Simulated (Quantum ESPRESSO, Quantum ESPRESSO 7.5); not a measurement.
# Al(110): a series in the number of layers

Aim: how the results for Al(110) change with the number of layers.

Main program and level: Quantum ESPRESSO 7.5; plane-wave DFT, PBE, GBRV ultrasoft pseudopotentials.

The experiments to compare with:

“Properties of real metallic surfaces: Effects of density functional semilocality and van der Waals nonlocality” (2017, arxiv:1702.08515) quotes from earlier work for Al (clean (110) face): work function (clean (110) face) 4.23 eV.

Most raw output is cut from this account.

### Step 1. The structure

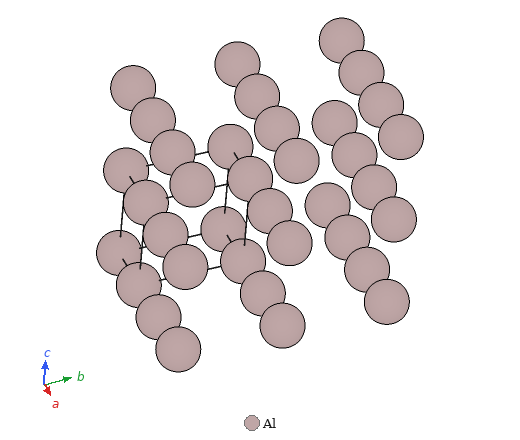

Start, viewed from the side, with the c axis up; aluminium light grey. 3×2×2 cells are drawn. Some periodic images of atoms are drawn too.

Set-up: Symmetric 1×1 slabs with 16 Å of vacuum in the starting cell; the two outer layers of each face relax in a periodic cell and the inner ones are held; a run under open boundaries (ESM, bc1) then gives the work function. Cold smearing of 0.02 Ry, one mesh for all thicknesses. The slabs take the lattice constants of the bulk relaxed by the same program.

Members 6, 7, 8 and 10 took the same steps and show in the table alone.

### Step 2. Variable-cell relaxation of the reference

The bulk crystal is relaxed in cell and atoms; the members are built on its lattice constants.

Contents of ref.vc.in:

```
&control
  prefix = 'ref.vc'
  outdir = './out'
  pseudo_dir = './pseudo'
  nstep = 40
  forc_conv_thr = 0.0003
  calculation = 'vc-relax'
/
&system
  ibrav = 0
  nat = 1
  ntyp = 1
  ecutwfc = 50
  ecutrho = 250
  occupations = 'smearing'
  smearing = 'mv'
  degauss = 0.02
/
&electrons
  conv_thr = 1e-09
  mixing_beta = 0.4
  electron_maxstep = 120
/
&ions
/
&cell
  press_conv_thr = 0.3
/
ATOMIC_SPECIES
  Al  26.9815  al_pbe_v1.uspp.F.UPF
CELL_PARAMETERS angstrom
  0.00000000000000 2.02500000000000 2.02500000000000
  2.02500000000000 0.00000000000000 2.02500000000000
  2.02500000000000 2.02500000000000 0.00000000000000
ATOMIC_POSITIONS crystal
  Al  0.000000000000 0.000000000000 0.000000000000
K_POINTS automatic
  17 17 17 0 0 0
```

Started as:

```console
> OMP_NUM_THREADS=1 mpirun -n 4 pw.x -nk 4 -in ref.vc.in > ref.vc.out
```

Wall time 6.6 s (4 MPI ranks of Arm Neoverse V1, shared host); peak memory 0.19 GiB.

The steps of the relaxation:

```csv
step,energy less that of the first step (eV),largest force (eV/Å),volume (Å³)
1,0.0000,0.0000,16.61
2,-0.0002,0.0000,16.56
3,-0.0002,0.0000,16.48
4,-0.0002,0.0000,16.48
```

| conventional cell, symmetrised | before | after | change |
| --- | --- | --- | --- |
| a (Å) | 4.050 | 4.040 | -0.3 % |
| b (Å) | 4.050 | 4.040 | -0.3 % |
| c (Å) | 4.050 | 4.040 | -0.3 % |
| volume (Å³/atom) | 16.61 | 16.48 | -0.8 % |

Final coordinates:

```xyz
1
Lattice="0.0000 2.0198 2.0198 2.0198 0.0000 2.0198 2.0198 2.0198 0.0000" Properties=species:S:1:pos:R:3 pbc="T T T"
Al    0.0000    0.0000    0.0000
```

 The last row is no step: it is a fresh SCF in the final cell with a new plane-wave basis, +0 meV from the row before.

Read from the output:

* free energy: -91.2658 eV
* Fermi energy: 7.908 eV

### Step 3. Ground state of the reference

A bulk run at that cell gives the reference energy and levels.

Contents of ref.bulk.in:

```
&control
  prefix = 'ref.bulk'
  outdir = './out'
  pseudo_dir = './pseudo'
  calculation = 'scf'
  tprnfor = .true.
/
&system
  ibrav = 0
  nat = 1
  ntyp = 1
  ecutwfc = 40
  ecutrho = 200
  occupations = 'smearing'
  smearing = 'mv'
  degauss = 0.02
/
&electrons
  conv_thr = 1e-09
  mixing_beta = 0.4
  electron_maxstep = 120
/
ATOMIC_SPECIES
  Al  26.9815  al_pbe_v1.uspp.F.UPF
CELL_PARAMETERS angstrom
  0.00000000000000 2.01977479900000 2.01977479900000
  2.01977479900000 0.00000000000000 2.01977479900000
  2.01977479900000 2.01977479900000 0.00000000000000
ATOMIC_POSITIONS crystal
  Al  0.000000000000 0.000000000000 0.000000000000
K_POINTS automatic
  17 17 17 0 0 0
```

Started as:

```console
> OMP_NUM_THREADS=1 mpirun -n 4 pw.x -nk 4 -in ref.bulk.in > ref.bulk.out
```

Elapsed: 2.4 s, on 4 MPI ranks; peak memory 0.17 GiB.

This step gave:

* free energy: -91.2657 eV

### Step 4. Relaxation with pw.x, 4 layers

What the set-up leaves free in this member is relaxed.

System of this step: Al(110), 4 layers. The cell holds 4 atoms: 4 Al. Its edges and angles: a = 4.040 Å, b = 2.856 Å, c = 20.243 Å, α = 90.0°, β = 90.0°, γ = 90.0°. It derives from Al. Vacuum lies along c.

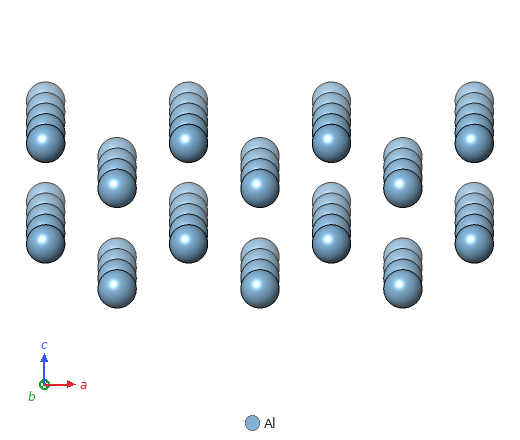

The cell of this step (aluminium light blue). 3×4×1 cells are drawn. Some periodic images of atoms are drawn too.

Contents of m0.relax.in:

```
&control
  prefix = 'm0.relax'
  outdir = './out'
  pseudo_dir = './pseudo'
  nstep = 40
  forc_conv_thr = 0.001
  calculation = 'relax'
/
&system
  ibrav = 0
  nat = 4
  ntyp = 1
  ecutwfc = 40
  ecutrho = 200
  occupations = 'smearing'
  smearing = 'mv'
  degauss = 0.02
/
&electrons
  conv_thr = 1e-08
  mixing_beta = 0.4
  electron_maxstep = 120
  mixing_mode = 'local-TF'
/
&ions
/
ATOMIC_SPECIES
  Al  26.9815  al_pbe_v1.uspp.F.UPF
CELL_PARAMETERS angstrom
  4.03954959800000 0.00000000000000 0.00000000000000
  0.00000000000000 2.85639291368519 0.00000000000000
  0.00000000000000 0.00000000000000 20.24330383176236
ATOMIC_POSITIONS crystal
  Al  0.500000000000 0.500000000000 0.394172675416
  Al  0.000000000000 0.000000000000 0.464724225139
  Al  0.500000000000 0.500000000000 0.535275774861
  Al  0.000000000000 0.000000000000 0.605827324584
K_POINTS automatic
  8 12 1 0 0 0
```

Started as:

```console
> OMP_NUM_THREADS=1 mpirun -n 4 pw.x -nk 4 -in m0.relax.in > m0.relax.out
```

The job ended after 1.7 min (4 MPI ranks; peak memory 0.43 GiB; 6.8 min of CPU time).

Relaxation path:

```csv
step,energy less that of the first step (eV),largest force (eV/Å)
1,0.0000,0.1881
2,-0.0022,0.1789
3,-0.0043,0.1689
4,-0.0073,0.1538
5,-0.0111,0.1310
6,-0.0153,0.0961
7,-0.0186,0.0415
8,-0.0190,0.0261
9,-0.0191,0.0239
```

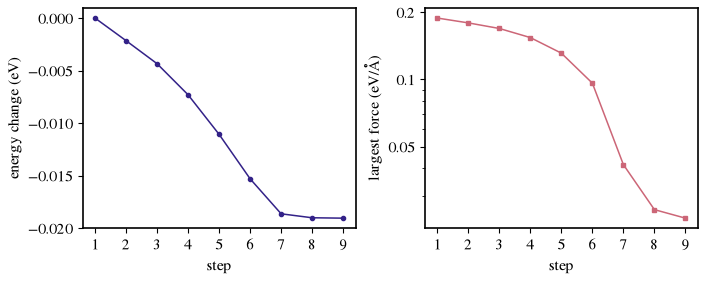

Energy and largest force along the relaxation.

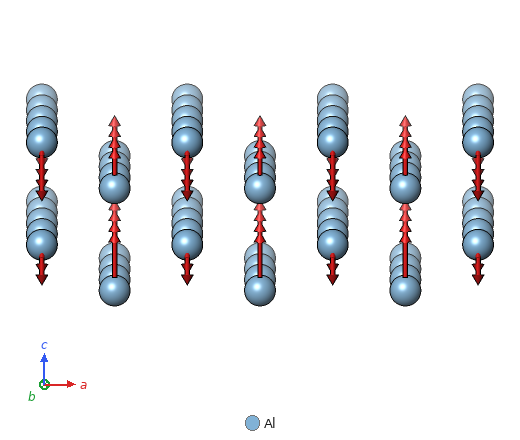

Displacements in the relaxation, exaggerated; the longest in the cell stands for 0.07 Å. 3×4×1 cells are drawn. Some periodic images of atoms are drawn too.

The atoms that moved most (Å):

```csv
atom,dx,dy,dz,length
Al1,0.000,0.000,0.071,0.071
Al4,0.000,0.000,-0.071,0.071
Al2,0.000,0.000,-0.043,0.043
Al3,0.000,0.000,0.043,0.043
```

The relaxed structure:

```xyz
4
Lattice="4.0395 0.0000 0.0000 0.0000 2.8564 0.0000 0.0000 0.0000 20.2433" Properties=species:S:1:pos:R:3
Al    2.0198    1.4282    8.0500
Al    0.0000    0.0000    9.3645
Al    2.0198    1.4282   10.8788
Al    0.0000    0.0000   12.1933
```

The relaxation lowers the energy by 5 meV an atom.

Read from the output:

| Item | Value |
| --- | --- |
| free energy | -363.7256 eV |
| Fermi energy | -0.6865 eV |

### Step 5. Self-consistent run, 4 layers

A run under open boundaries on these atoms gives the vacuum levels.

Contents of m0.esm.in:

```
&control
  prefix = 'm0.esm'
  outdir = './out'
  pseudo_dir = './pseudo'
  calculation = 'scf'
  tprnfor = .true.
/
&system
  ibrav = 0
  nat = 4
  ntyp = 1
  ecutwfc = 40
  ecutrho = 200
  occupations = 'smearing'
  smearing = 'mv'
  degauss = 0.02
  assume_isolated = 'esm'
  esm_bc = 'bc1'
/
&electrons
  conv_thr = 1e-08
  mixing_beta = 0.25
  electron_maxstep = 160
  mixing_mode = 'local-TF'
  mixing_ndim = 12
/
ATOMIC_SPECIES
  Al  26.9815  al_pbe_v1.uspp.F.UPF
CELL_PARAMETERS angstrom
  4.03954959800000 0.00000000000000 0.00000000000000
  0.00000000000000 2.85639291368519 0.00000000000000
  0.00000000000000 0.00000000000000 20.24330383176236
ATOMIC_POSITIONS crystal
  Al  0.500000000000 0.500000000000 -0.102339185600
  Al  0.000000000000 0.000000000000 -0.037401059700
  Al  0.500000000000 0.500000000000 0.037401059700
  Al  0.000000000000 0.000000000000 0.102339185600
K_POINTS automatic
  8 12 1 0 0 0
```

Started as:

```console
> OMP_NUM_THREADS=1 mpirun -n 4 pw.x -nk 4 -in m0.esm.in > m0.esm.out
```

Wall time 58 s (4 MPI ranks); peak memory 0.42 GiB; 3.8 min of CPU time.

Read from the output:

- Fermi energy: -4.152 eV
- vacuum line at the lower end of the cell, over the Fermi level: 4.152 eV
- vacuum line at the upper end of the cell, over the Fermi level: 4.153 eV

The potential energy, planar mean oscillates, so the rows of the table below give means over windows of 2 Å about each position, cut where the curve ends. Its maxima inside the range that stand out by 2 % of the span (Å: eV): -1.5: -6.38, 0.0: -4.35, 1.5: -6.38. Its minima: -2.0: -8.21, -0.8: -8.45, 0.8: -8.45, 2.0: -8.21.

Electrostatic potential energy of an electron; zero at the Fermi level. The potential energy, planar mean by z; means over each step:

```
z (Å)  potential energy, planar mean (eV)
  -10                                4.15
   -8                                4.15
   -6                                4.15
   -4                                3.46
   -2                               -5.64
    0                               -6.82
    2                               -5.64
    4                                3.46
    6                                4.15
    8                                4.15
   10                                4.15
```

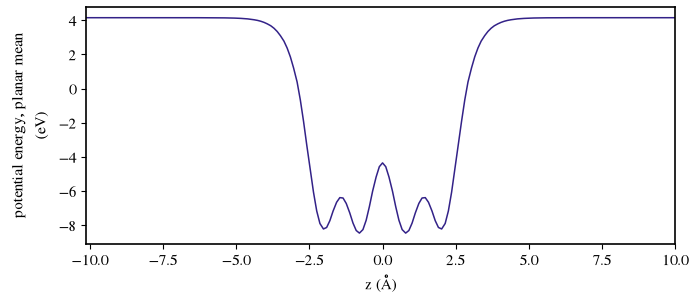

Potential energy, planar mean, plotted against z.

The vacuum levels are read from the outermost 0.7 Å of the cell on either side.

Inside the slab this potential holds the local part of the pseudopotentials, which can be repulsive at the nuclei; only its value in the vacuum has a meaning of its own.

### Step 6. Relaxing the ions, 5 layers

System of this step: Al(110), 5 layers. The cell holds 5 atoms: 5 Al. Cell: a = 4.040 Å, b = 2.856 Å, c = 21.672 Å, α = 90.0°, β = 90.0°, γ = 90.0°. It derives from Al. Vacuum lies along c.

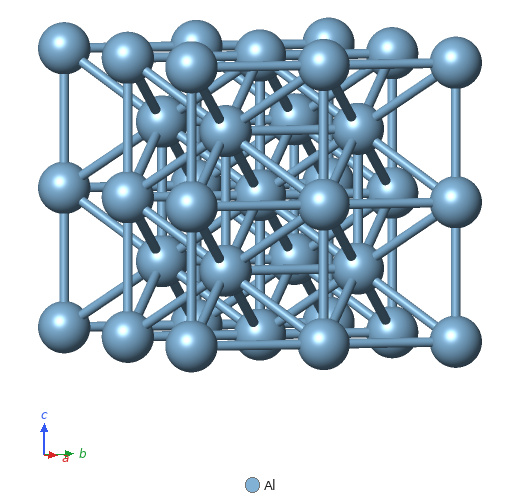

The cell of this step (aluminium light blue). 2×2×1 cells are drawn. Some periodic images of atoms are drawn too.

Contents of m1.relax.in:

```
&control
  prefix = 'm1.relax'
  outdir = './out'
  pseudo_dir = './pseudo'
  nstep = 40
  forc_conv_thr = 0.001
  calculation = 'relax'
/
&system
  ibrav = 0
  nat = 5
  ntyp = 1
  ecutwfc = 40
  ecutrho = 200
  occupations = 'smearing'
  smearing = 'mv'
  degauss = 0.02
/
&electrons
  conv_thr = 1e-08
  mixing_beta = 0.4
  electron_maxstep = 120
  mixing_mode = 'local-TF'
/
&ions
/
ATOMIC_SPECIES
  Al  26.9815  al_pbe_v1.uspp.F.UPF
CELL_PARAMETERS angstrom
  4.03954959800000 0.00000000000000 0.00000000000000
  0.00000000000000 2.85639291368519 0.00000000000000
  0.00000000000000 0.00000000000000 21.67150028860495
ATOMIC_POSITIONS crystal
  Al  0.000000000000 0.000000000000 0.368195885119
  Al  0.500000000000 0.500000000000 0.434097942559
  Al  0.000000000000 0.000000000000 0.500000000000 0 0 0
  Al  0.500000000000 0.500000000000 0.565902057441
  Al  0.000000000000 0.000000000000 0.631804114881
K_POINTS automatic
  8 12 1 0 0 0
```

Started as:

```console
> OMP_NUM_THREADS=1 mpirun -n 4 pw.x -nk 4 -in m1.relax.in > m1.relax.out
```

It took 2.2 min on 4 MPI ranks; peak memory 0.45 GiB.

Relaxation path:

```
step  energy less that of the first step (eV)  largest force (eV/Å)
   1                                   0.0000                0.2398
   2                                  -0.0030                0.2226
   3                                  -0.0059                0.2035
   4                                  -0.0097                0.1745
   5                                  -0.0139                0.1301
   6                                  -0.0175                0.0616
   7                                  -0.0182                0.0491
   8                                  -0.0183                0.0472
   9                                  -0.0185                0.0410
  10                                  -0.0187                0.0308
  11                                  -0.0189                0.0150
```

The atoms that moved most (Å):

```csv
atom,dx,dy,dz,length
Al5,0.000,0.000,-0.067,0.067
Al1,0.000,0.000,0.067,0.067
Al2,0.000,0.000,-0.018,0.018
Al4,0.000,0.000,0.018,0.018
```

The relaxation lowers the energy by 4 meV an atom. On the free atoms the largest force ends at 0.015 eV/Å.

Read from the output:

| Quantity | Value |
| --- | --- |
| free energy | -454.9551 eV |
| Fermi energy | -0.0161 eV |

### Step 7. Ground state, 5 layers

Contents of m1.esm.in:

```
&control
  prefix = 'm1.esm'
  outdir = './out'
  pseudo_dir = './pseudo'
  calculation = 'scf'
  tprnfor = .true.
/
&system
  ibrav = 0
  nat = 5
  ntyp = 1
  ecutwfc = 40
  ecutrho = 200
  occupations = 'smearing'
  smearing = 'mv'
  degauss = 0.02
  assume_isolated = 'esm'
  esm_bc = 'bc1'
/
&electrons
  conv_thr = 1e-08
  mixing_beta = 0.25
  electron_maxstep = 160
  mixing_mode = 'local-TF'
  mixing_ndim = 12
/
ATOMIC_SPECIES
  Al  26.9815  al_pbe_v1.uspp.F.UPF
CELL_PARAMETERS angstrom
  4.03954959800000 0.00000000000000 0.00000000000000
  0.00000000000000 2.85639291368519 0.00000000000000
  0.00000000000000 0.00000000000000 21.67150028860495
ATOMIC_POSITIONS crystal
  Al  0.000000000000 0.000000000000 -0.128696688000
  Al  0.500000000000 0.500000000000 -0.066712843100
  Al  0.000000000000 0.000000000000 0.000000000000
  Al  0.500000000000 0.500000000000 0.066712843100
  Al  0.000000000000 0.000000000000 0.128696688000
K_POINTS automatic
  8 12 1 0 0 0
```

Started as:

```console
> OMP_NUM_THREADS=1 mpirun -n 4 pw.x -nk 4 -in m1.esm.in > m1.esm.out
```

It took 73 s on 4 MPI ranks; peak memory 0.46 GiB; 4.8 min of CPU time.

This step gave:

| Property | Result |
| --- | --- |
| Fermi energy | -4.026 eV |
| vacuum line at the lower end of the cell, over the Fermi level | 4.026 eV |
| vacuum line at the upper end of the cell, over the Fermi level | 4.026 eV |

Inside the slab this potential holds the local part of the pseudopotentials, which can be repulsive at the nuclei; only its value in the vacuum has a meaning of its own.

### Step 8. Relaxation with pw.x, 12 layers

System of this step: Al(110), 12 layers. The cell holds 12 atoms: 12 Al. Cell: a = 4.040 Å, b = 2.856 Å, c = 31.669 Å, α = 90.0°, β = 90.0°, γ = 90.0°. It derives from Al. Vacuum lies along c.

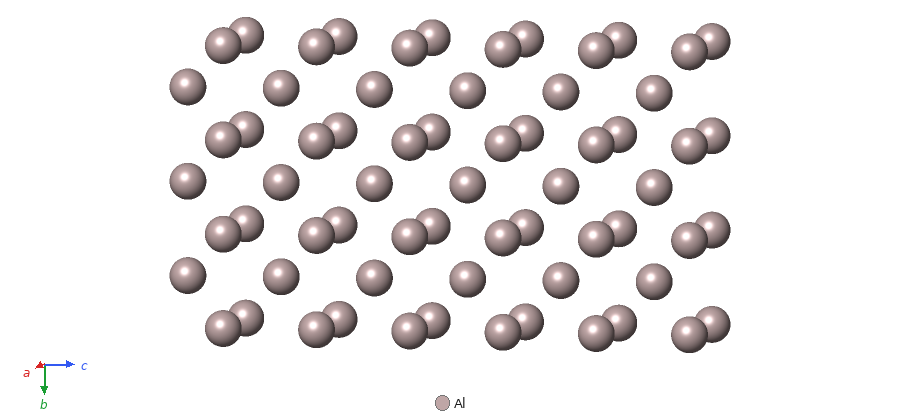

The cell of this step (aluminium light grey). 1×3×1 cells are drawn. Some periodic images of atoms are drawn too.

Contents of m6.relax.in:

```
&control
  prefix = 'm6.relax'
  outdir = './out'
  pseudo_dir = './pseudo'
  nstep = 40
  forc_conv_thr = 0.001
  calculation = 'relax'
/
&system
  ibrav = 0
  nat = 12
  ntyp = 1
  ecutwfc = 40
  ecutrho = 200
  occupations = 'smearing'
  smearing = 'mv'
  degauss = 0.02
/
&electrons
  conv_thr = 1e-08
  mixing_beta = 0.4
  electron_maxstep = 120
  mixing_mode = 'local-TF'
/
&ions
/
ATOMIC_SPECIES
  Al  26.9815  al_pbe_v1.uspp.F.UPF
CELL_PARAMETERS angstrom
  4.03954959800000 0.00000000000000 0.00000000000000
  0.00000000000000 2.85639291368519 0.00000000000000
  0.00000000000000 0.00000000000000 31.66887548650312
ATOMIC_POSITIONS crystal
  Al  0.500000000000 0.500000000000 0.251962127105
  Al  0.000000000000 0.000000000000 0.297059922177
  Al  0.500000000000 0.500000000000 0.342157717249 0 0 0
  Al  0.000000000000 0.000000000000 0.387255512321 0 0 0
  Al  0.500000000000 0.500000000000 0.432353307392 0 0 0
  Al  0.000000000000 0.000000000000 0.477451102464 0 0 0
  Al  0.500000000000 0.500000000000 0.522548897536 0 0 0
  Al  0.000000000000 0.000000000000 0.567646692608 0 0 0
  Al  0.500000000000 0.500000000000 0.612744487679 0 0 0
  Al  0.000000000000 0.000000000000 0.657842282751 0 0 0
  Al  0.500000000000 0.500000000000 0.702940077823
  Al  0.000000000000 0.000000000000 0.748037872895
K_POINTS automatic
  8 12 1 0 0 0
```

Started as:

```console
> OMP_NUM_THREADS=1 mpirun -n 4 pw.x -nk 4 -in m6.relax.in > m6.relax.out
```

Elapsed: 9.4 min, on 4 MPI ranks; peak memory 0.72 GiB.

Relaxation path:

```
step  energy less that of the first step (eV)  largest force (eV/Å)
   1                                   0.0000                0.2326
   2                                  -0.0043                0.2161
   3                                  -0.0085                0.1977
   4                                  -0.0141                0.1697
   5                                  -0.0206                0.1270
   6                                  -0.0265                0.0608
   7                                  -0.0278                0.0089
   8                                  -0.0278                0.0083
```

The atoms that moved most (Å):

```
atom     dx     dy      dz  length
 Al1  0.000  0.000   0.062   0.062
Al12  0.000  0.000  -0.062   0.062
 Al2  0.000  0.000  -0.058   0.058
Al11  0.000  0.000   0.058   0.058
```

The relaxation lowers the energy by 2 meV an atom. On the free atoms the largest force ends at 0.008 eV/Å.

Read from the output:

* free energy: -1093.7255 eV
* Fermi energy: 2.524 eV

### Step 9. Self-consistent run, 12 layers

Contents of m6.esm.in:

```
&control
  prefix = 'm6.esm'
  outdir = './out'
  pseudo_dir = './pseudo'
  calculation = 'scf'
  tprnfor = .true.
/
&system
  ibrav = 0
  nat = 12
  ntyp = 1
  ecutwfc = 40
  ecutrho = 200
  occupations = 'smearing'
  smearing = 'mv'
  degauss = 0.02
  assume_isolated = 'esm'
  esm_bc = 'bc1'
/
&electrons
  conv_thr = 1e-08
  mixing_beta = 0.25
  electron_maxstep = 160
  mixing_mode = 'local-TF'
  mixing_ndim = 12
/
ATOMIC_SPECIES
  Al  26.9815  al_pbe_v1.uspp.F.UPF
CELL_PARAMETERS angstrom
  4.03954959800000 0.00000000000000 0.00000000000000
  0.00000000000000 2.85639291368519 0.00000000000000
  0.00000000000000 0.00000000000000 31.66887548650312
ATOMIC_POSITIONS crystal
  Al  0.500000000000 0.500000000000 -0.246093886800
  Al  0.000000000000 0.000000000000 -0.204763892600
  Al  0.500000000000 0.500000000000 -0.157842282800
  Al  0.000000000000 0.000000000000 -0.112744487700
  Al  0.500000000000 0.500000000000 -0.067646692600
  Al  0.000000000000 0.000000000000 -0.022548897500
  Al  0.500000000000 0.500000000000 0.022548897500
  Al  0.000000000000 0.000000000000 0.067646692600
  Al  0.500000000000 0.500000000000 0.112744487700
  Al  0.000000000000 0.000000000000 0.157842282800
  Al  0.500000000000 0.500000000000 0.204763892600
  Al  0.000000000000 0.000000000000 0.246093886800
K_POINTS automatic
  8 12 1 0 0 0
```

Started as:

```console
> OMP_NUM_THREADS=1 mpirun -n 4 pw.x -nk 4 -in m6.esm.in > m6.esm.out
```

The job ended after 4.5 min (4 MPI ranks; peak memory 0.71 GiB; 18 min of CPU time).

Read from the output:

```
Fermi energy                                                   : -3.999 eV
vacuum line at the lower end of the cell, over the Fermi level : 3.999 eV
vacuum line at the upper end of the cell, over the Fermi level : 3.999 eV
```

Inside the slab this potential holds the local part of the pseudopotentials, which can be repulsive at the nuclei; only its value in the vacuum has a meaning of its own.

[end of part 1 of 2]

[Logs are printed without paths, hosts, clocks, repeated set-up lines and the standing remarks that a program may print on its own settings, such as how far it seeks lower states.]

[Hosts, paths, dates, database ids (printed as entryN), source tags and the programs' standing remarks are cut or masked in the printed files.]

[Maps of the electrostatic potential energy from Ansatz leave out the sawtooth potential of an applied field or a dipole correction, so their vacuum need not be flat; planar profiles and work functions include it.]
